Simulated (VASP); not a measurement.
Band structure of SrAg2 (space group Imma). Computed with LDA (Ceperley-Alder, Perdew-Zunger), VASP's LDA PAW potentials (set 64) (plane waves; VASP).

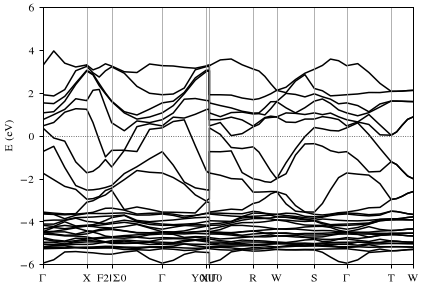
Bands along high-symmetry lines, zero at the valence-band maximum or, without a gap, the Fermi level

### Question
Read the plot: is there a gap, and where are the band edges?

### Answer
It has no gap at this level: it comes out as a metal or semimetal.

The structure comes from a measured SrAg2 entry of the Crystallography Open Database, whose conditions weren't checked. The cell was not relaxed at this level. The k-mesh is coarse (spacing up to 0.38 per Å, 2π included), so the numbers may not be converged in it.
